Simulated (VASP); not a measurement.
Shape and ions are relaxed at each volume.

Energy against volume of TiO2 (rutile). Level of theory: revPBE GGA, VASP's PBE PAW potentials (set 64) (plane waves; VASP).

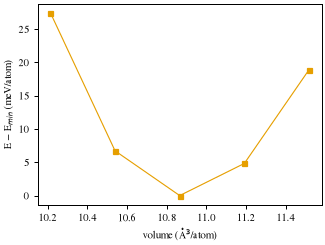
*Energy against volume*

Q: Estimate the equilibrium volume and the bulk modulus.

A: The minimum lies near 10.9 Å³/atom, and the curvature gives B0 of about 190 GPa.

The compound is TiO2 in the rutile structure. It was relaxed first.
